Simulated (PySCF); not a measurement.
## PO₃ (charge −1): geometry relaxation (part 1 of 2)

PO₃ (metaphosphate (po31-) (8ci,9ci)), charge −1, SMILES O=P(=O)[O-], computed with MP2/def2-SVP, RHF (PySCF 2.14.0).

The atoms were displaced at random from an optimised geometry. Figures and captions count atoms from 1; the log counts them from 0 in places.

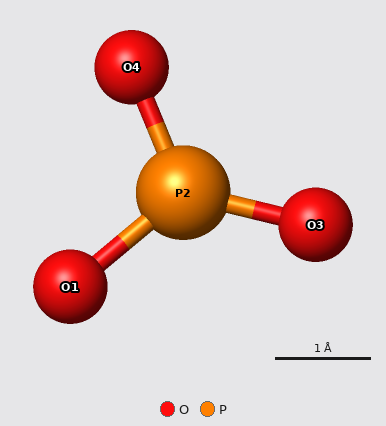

Fig. 1: The structure as given in the input (ball-and-stick view, seen at a tilt; atoms are numbered from 1 in the order of the input). Bond lengths as drawn: O–P 1.43 to 1.57 Å.

## Key numbers

| quantity | value |
| --- | --- |
| outcome | converged |
| total energy | −565.783022 hartree |
| SCF energy | −565.115825 hartree |
| correlation energy | −0.667197 hartree |
| basis functions | 60 |
| HOMO of the SCF reference | −6.12 eV |
| LUMO of the SCF reference | 9.55 eV |
| hardware | 1 thread of Arm Neoverse V1, 24 GiB of memory available, shared host |
| wall time | 26 s |
| peak memory | 0.29 GiB |

The record of the run, not the program, notes: dipole of an ion depends on the origin.

## Input file (calc.py)
```python
from pyscf import gto, mp
from pyscf.geomopt.geometric_solver import kernel as optimise

mol = gto.M(
    atom='''
O      0.615239    -0.452788    -1.187830
P     -0.118893     0.041078     0.103829
O     -1.160670     1.030493     0.137976
O      0.565047    -0.504818     1.237301
''',
    basis='def2-svp',
    max_memory=1860,
    charge=-1,
    verbose=3,
    spin=0,
)

calc0 = mol.RHF()
calc0.kernel()
pt = mp.MP2(calc0, frozen=8).run()
converged, mol_eq = optimise(pt, maxsteps=100, convergence_set='GAU_TIGHT')
print('converged:', converged)
print(mol_eq.tostring())

calc0.reset(mol_eq)
mol = mol_eq
calc0.kernel()
pt = mp.MP2(calc0, frozen=8).run()
e_final = pt.e_tot
print('E(%s) = %.9f' % ('MP2', e_final))
```

Command:
```bash
OMP_NUM_THREADS=1 python calc.py
```

## Output
```
converged SCF energy = -565.098118740422
E(RMP2) = -565.757244484662  E_corr = -0.659125744239046
E(SCS-RMP2) = -565.729486314565  E_corr = -0.631367574142716

#|     Arguments passed to driver run_optimizer():      |#
convergence_set           GAU_TIGHT
customengine              <pyscf.geomopt.geometric_solver.PySCFEngine object>
maxiter                   100
----------------------------------------------------------
Custom engine selected.
Bonds will be generated from interatomic distances less than 1.20 times sum of covalent radii
12 internal coordinates being used (instead of 12 Cartesians)
Internal coordinate system (atoms numbered from 1):
Distance 1-2
Distance 2-3
Distance 2-4
Angle 1-2-4
Angle 3-2-4
Out-of-Plane 2-1-3-4
Translation-X 1-4
Translation-Y 1-4
Translation-Z 1-4
Rotation-A 1-4
Rotation-B 1-4
Rotation-C 1-4
<class 'geometric.internal.Distance'> : 3
<class 'geometric.internal.Angle'> : 2
<class 'geometric.internal.OutOfPlane'> : 1
<class 'geometric.internal.TranslationX'> : 1
<class 'geometric.internal.TranslationY'> : 1
<class 'geometric.internal.TranslationZ'> : 1
<class 'geometric.internal.RotationA'> : 1
<class 'geometric.internal.RotationB'> : 1
<class 'geometric.internal.RotationC'> : 1
> ===== Optimization Info: ====
> Job type: Energy minimization
> Maximum number of optimization cycles: 100
> Initial / maximum trust radius (Angstrom): 0.100 / 0.300
> Convergence Criteria:
> Will converge when all 5 criteria are reached:
>  |Delta-E| < 1.00e-06
>  RMS-Grad  < 1.00e-05
>  Max-Grad  < 1.50e-05
>  RMS-Disp  < 4.00e-05
>  Max-Disp  < 6.00e-05
> === End Optimization Info ===

Geometry optimization cycle 1
Cartesian coordinates (Angstrom)
 Atom        New coordinates             dX        dY        dZ
   O   0.615239  -0.452788  -1.187830    0.000000  0.000000  0.000000
   P  -0.118893   0.041078   0.103829    0.000000  0.000000  0.000000
   O  -1.160670   1.030493   0.137976    0.000000  0.000000  0.000000
   O   0.565047  -0.504818   1.237301   -0.000000  0.000000  0.000000

WARN: Mole.unit (angstrom) is changed to Bohr

converged SCF energy = -565.098118740427
E(RMP2_Scanner) = -565.757244500608  E_corr = -0.659125760180625
E(SCS-RMP2_Scanner) = -565.729486328977  E_corr = -0.631367588549676
--------------- RMP2_Scanner gradients ---------------
         x                y                z
0 O     0.0430745271    -0.0241083082    -0.0163237704
1 P    -0.0843770093     0.0471565567     0.1254943718
2 O     0.0702387393    -0.0564870626    -0.0003548529
3 O    -0.0289362570     0.0334388141    -0.1088157484
----------------------------------------------
cycle 1: E = -565.757244501  dE = -565.757  norm(grad) = 0.222971
Step    0 : Gradient = 1.115e-01/1.584e-01 (rms/max) Energy = -565.7572445006
Hessian Eigenvalues: 4.50000e-02 5.00000e-02 5.00000e-02 ... 5.84803e-01 1.01912e+00 1.04463e+00

Geometry optimization cycle 2
Cartesian coordinates (Angstrom)
 Atom        New coordinates             dX        dY        dZ
   O   0.529200  -0.394364  -1.241137   -0.086039  0.058424 -0.053307
   P  -0.042558   0.034051   0.122117    0.076335 -0.007027  0.018288
   O  -1.151160   1.004963   0.064464    0.009510 -0.025530 -0.073512
   O   0.565241  -0.530685   1.345832    0.000194 -0.025867  0.108531
converged SCF energy = -565.113522060573
E(RMP2_Scanner) = -565.777746610261  E_corr = -0.664224549687553
E(SCS-RMP2_Scanner) = -565.749690686313  E_corr = -0.636168625739821
--------------- RMP2_Scanner gradients ---------------
         x                y                z
0 O     0.0063406977    -0.0031906540    -0.0245484649
1 P    -0.0321641931     0.0218317948     0.0734166697
2 O     0.0315191127    -0.0257846599    -0.0153268121
3 O    -0.0056956173     0.0071435190    -0.0335413927
----------------------------------------------
cycle 2: E = -565.77774661  dE = -0.0205021  norm(grad) = 0.103227
Step    1 : Displace = 9.806e-02/1.169e-01 (rms/max) Trust = 1.000e-01 (=) Grad = 5.161e-02/8.307e-02 (rms/max) E (change) = -565.7777466103 (-2.050e-02) Quality = 0.819
Hessian Eigenvalues: 4.82153e-02 5.00000e-02 5.00000e-02 ... 5.81117e-01 8.25471e-01 1.04733e+00

Geometry optimization cycle 3
Cartesian coordinates (Angstrom)
 Atom        New coordinates             dX        dY        dZ
   O   0.575073  -0.457161  -1.254621    0.045873 -0.062796 -0.013484
   P   0.001074   0.067605   0.027796    0.043632  0.033554 -0.094321
   O  -1.185040   1.004797   0.172994   -0.033880 -0.000167  0.108530
   O   0.509616  -0.501276   1.345107   -0.055625  0.029409 -0.000725
converged SCF energy = -565.109359837684
E(RMP2_Scanner) = -565.778579201641  E_corr = -0.669219363957514
E(SCS-RMP2_Scanner) = -565.750263695989  E_corr = -0.640903858305819
--------------- RMP2_Scanner gradients ---------------
         x                y                z
0 O     0.0012236991    -0.0089216553     0.0116711693
1 P     0.0156040145     0.0129449310    -0.0428768660
2 O    -0.0105760886    -0.0001000122     0.0200093755
3 O    -0.0062516250    -0.0039232635     0.0111963213
----------------------------------------------
cycle 3: E = -565.778579202  dE = -0.000832591  norm(grad) = 0.0562038
Step    2 : Displace = 9.356e-02/1.148e-01 (rms/max) Trust = 1.414e-01 (+) Grad = 2.810e-02/4.743e-02 (rms/max) E (change) = -565.7785792016 (-8.326e-04) Quality = 0.091
Hessian Eigenvalues: 5.00000e-02 5.00000e-02 5.00000e-02 ... 7.02156e-01 8.32422e-01 1.05458e+00

Geometry optimization cycle 4
Cartesian coordinates (Angstrom)
 Atom        New coordinates             dX        dY        dZ
   O   0.553635  -0.418166  -1.253772   -0.021438  0.038995  0.000849
   P  -0.026531   0.024578   0.061236   -0.027605 -0.043027  0.033439
   O  -1.167243   1.016529   0.122845    0.017796  0.011733 -0.050150
   O   0.540862  -0.508977   1.360968    0.031246 -0.007701  0.015861
converged SCF energy = -565.114862174136
E(RMP2_Scanner) = -565.782788613118  E_corr = -0.667926438982328
E(SCS-RMP2_Scanner) = -565.754529991032  E_corr = -0.639667816896685
--------------- RMP2_Scanner gradients ---------------
         x                y                z
0 O     0.0002145806     0.0004315012     0.0039885040
1 P     0.0017991233    -0.0033882895    -0.0152503628
2 O    -0.0033917425     0.0035845032     0.0043345169
3 O     0.0013780386    -0.0006277148     0.0069273419
----------------------------------------------
cycle 4: E = -565.782788613  dE = -0.00420941  norm(grad) = 0.0188906
Step    3 : Displace = 4.989e-02/6.109e-02 (rms/max) Trust = 4.678e-02 (-) Grad = 9.445e-03/1.573e-02 (rms/max) E (change) = -565.7827886131 (-4.209e-03) Quality = 0.991
Hessian Eigenvalues: 5.00000e-02 5.00000e-02 5.00000e-02 ... 6.11258e-01 8.19743e-01 1.05327e+00

Geometry optimization cycle 5
Cartesian coordinates (Angstrom)
 Atom        New coordinates             dX        dY        dZ
   O   0.524849  -0.412637  -1.245670   -0.028786  0.005528  0.008102
   P   0.003765   0.065884   0.094087    0.030296  0.041305  0.032851
   O  -1.172662   0.996425   0.086058   -0.005419 -0.020104 -0.036787
   O   0.544771  -0.535706   1.356802    0.003909 -0.026730 -0.004166
converged SCF energy = -565.114620320345
E(RMP2_Scanner) = -565.781174370614  E_corr = -0.666554050268396
E(SCS-RMP2_Scanner) = -565.753002735285  E_corr = -0.638382414939331
--------------- RMP2_Scanner gradients ---------------
         x                y                z
0 O    -0.0052723165    -0.0043292844    -0.0057484857
1 P     0.0062211956     0.0191597748     0.0235955438
2 O     0.0037603900    -0.0111413914    -0.0079991404
3 O    -0.0047092692    -0.0036890990    -0.0098479178
----------------------------------------------
cycle 5: E = -565.781174371  dE = 0.00161424  norm(grad) = 0.0371101
Step    4 : Displace = 4.226e-02/6.084e-02 (rms/max) Trust = 6.616e-02 (+) Grad = 1.856e-02/3.102e-02 (rms/max) E (change) = -565.7811743706 (+1.614e-03) Quality = -2.386
Rejecting step - quality is lower than -1.0
Hessian Eigenvalues: 5.00000e-02 5.00000e-02 5.00000e-02 ... 6.11258e-01 8.19743e-01 1.05327e+00

Geometry optimization cycle 6
Cartesian coordinates (Angstrom)
 Atom        New coordinates             dX        dY        dZ
   O   0.538374  -0.412678  -1.250699    0.013525 -0.000041 -0.005029
   P  -0.014015   0.041132   0.080121   -0.017780 -0.024752 -0.013966
   O  -1.167894   1.007208   0.101811    0.004769  0.010783  0.015753
   O   0.544258  -0.521697   1.360043   -0.000513  0.014010  0.003241
converged SCF energy = -565.115862351862
E(RMP2_Scanner) = -565.78279422251  E_corr = -0.666931870648108
E(SCS-RMP2_Scanner) = -565.754589708766  E_corr = -0.63872735690403
--------------- RMP2_Scanner gradients ---------------
         x                y                z
0 O    -0.0018972162    -0.0013781197    -0.0025890629
1 P     0.0023290365     0.0068020301     0.0080398515
2 O     0.0012803053    -0.0040011740    -0.0028234788
3 O    -0.0017121256    -0.0014227364    -0.0026273098
----------------------------------------------
cycle 6: E = -565.782794223  dE = -0.00161985  norm(grad) = 0.0128846
Step    5 : Displace = 2.098e-02/2.805e-02 (rms/max) Trust = 2.113e-02 (x) Grad = 6.442e-03/1.079e-02 (rms/max) E (change) = -565.7827942225 (-5.609e-06) Quality = 0.010
Hessian Eigenvalues: 5.00000e-02 5.00000e-02 5.00000e-02 ... 6.60005e-01 8.31546e-01 1.06091e+00

Geometry optimization cycle 7
Cartesian coordinates (Angstrom)
 Atom        New coordinates             dX        dY        dZ
   O   0.545459  -0.412532  -1.251141    0.007084  0.000146 -0.000441
   P  -0.024802   0.028833   0.074619   -0.010786 -0.012299 -0.005503
   O  -1.165645   1.013284   0.108282    0.002249  0.006076  0.006472
   O   0.545711  -0.515619   1.359516    0.001453  0.006077 -0.000528
converged SCF energy = -565.115858021397
E(RMP2_Scanner) = -565.783016086276  E_corr = -0.667158064879132
E(SCS-RMP2_Scanner) = -565.754797766981  E_corr = -0.63893974558448
--------------- RMP2_Scanner gradients ---------------
         x                y                z
0 O     0.0000801336    -0.0000885878    -0.0010203407
1 P    -0.0007999846     0.0007799107     0.0022490276
2 O     0.0007259603    -0.0006588187    -0.0006971785
3 O    -0.0000061093    -0.0000325042    -0.0005315083
----------------------------------------------
cycle 7: E = -565.783016086  dE = -0.000221864  norm(grad) = 0.00301537
Step    6 : Displace = 1.084e-02/1.726e-02 (rms/max) Trust = 1.049e-02 (-) Grad = 1.508e-03/2.511e-03 (rms/max) E (change) = -565.7830160863 (-2.219e-04) Quality = 0.881
Hessian Eigenvalues: 5.00000e-02 5.00000e-02 5.00000e-02 ... 6.20354e-01 8.19372e-01 1.04979e+00

Geometry optimization cycle 8
Cartesian coordinates (Angstrom)
 Atom        New coordinates             dX        dY        dZ
   O   0.547076  -0.414302  -1.250908    0.001617 -0.001769  0.000233
   P  -0.024323   0.029425   0.071996    0.000479  0.000592 -0.002623
   O  -1.166695   1.013730   0.111246   -0.001050  0.000447  0.002964
   O   0.544664  -0.514888   1.358942   -0.001046  0.000731 -0.000574
converged SCF energy = -565.115774144703
E(RMP2_Scanner) = -565.783019608736  E_corr = -0.667245464032533
E(SCS-RMP2_Scanner) = -565.754796680519  E_corr = -0.639022535816254
--------------- RMP2_Scanner gradients ---------------
         x                y                z
0 O    -0.0000367818    -0.0001661608     0.0004051978
1 P     0.0003069509     0.0003292409    -0.0011869568
2 O    -0.0003611491     0.0001174218     0.0003066434
3 O     0.0000909800    -0.0002805019     0.0004751155
----------------------------------------------
cycle 8: E = -565.783019609  dE = -3.52246e-06  norm(grad) = 0.00153479
Step    7 : Displace = 2.515e-03/3.188e-03 (rms/max) Trust = 1.483e-02 (+) Grad = 7.674e-04/1.269e-03 (rms/max) E (change) = -565.7830196087 (-3.522e-06) Quality = 0.433
Hessian Eigenvalues: 5.00000e-02 5.00000e-02 5.00000e-02 ... 7.14849e-01 8.38213e-01 1.04199e+00
```
